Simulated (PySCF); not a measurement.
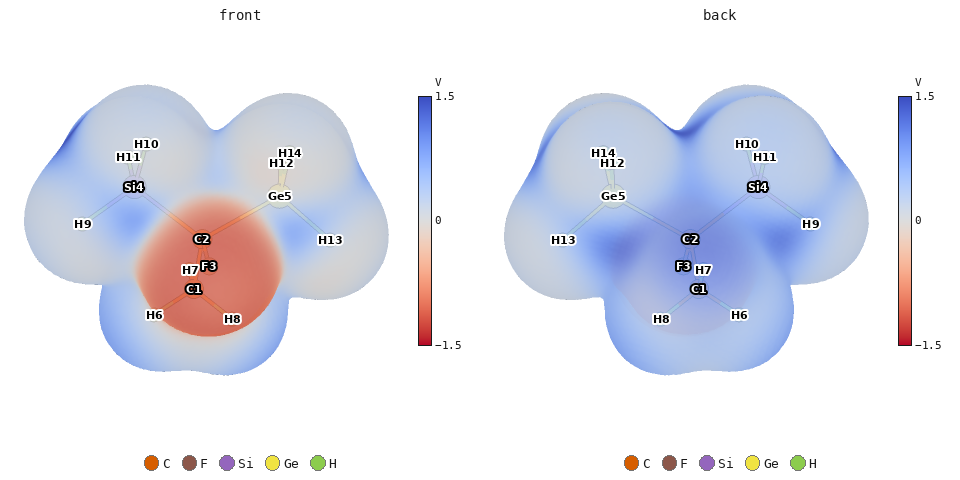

*C₂H₉FGeSi (SMILES C[C@](F)([SiH3])[GeH3]). The electrostatic potential painted on the density surface at 0.002 e/bohr³, seen from the front and from behind; red is negative and blue positive.*

Geometry: GFN2-xTB.

The calculation used wB97X-D/def2-SVPD, SCF density, gas phase (PySCF 2.14.0).

Input

```
{"job": {"kind": "uv", "xc": "wB97X-D", "basis": "def2-SVPD", "nstates": 8, "ntriplets": 3}, "charge": 0, "multiplicity": 1}
C     -0.740000    -1.356342    -0.106772
C     -0.116785    -0.200633     0.653017
F     -0.113703    -0.549447     2.030362
Si    -1.120424     1.428397     0.509090
Ge     1.820918     0.014989     0.241475
H     -1.767887    -1.523397     0.212836
H     -0.734202    -1.131028    -1.171338
H     -0.175975    -2.275199     0.059880
H     -2.484184     1.147765     0.955518
H     -0.481084     2.431168     1.358555
H     -1.090971     1.818659    -0.902320
H      2.037877     0.423701    -1.183353
H      2.535027    -1.281337     0.473819
H      2.430713     1.052231     1.127089
```

Command:

```sh
OMP_NUM_THREADS=1 python probes_run.py task.json out
```

**Describe the electrostatic potential map.**

The most negative region (about −1.1 V) lies over F3, the most positive (about +1.3 V) over Si4 and Ge5.

**How polar is the molecule by this calculation?**

Its dipole moment is 1.66 D.
